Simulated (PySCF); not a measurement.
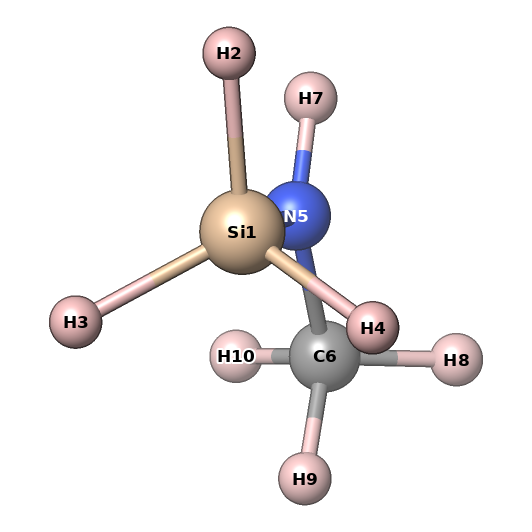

N5 lies behind Si1. The molecule seen a little off the Si1–N5 bond, Si1 in front. Atoms fade into the background with distance from the viewer. Computed geometry: PBE0-D3(BJ)/def2-SVP optimisation. No frequency run is at hand to confirm it as a minimum.

What is the torsion angle H2–Si1–N5–C6? The sign is positive where the front bond must turn clockwise to cover the back bond.

179°, antiperiplanar (anti).
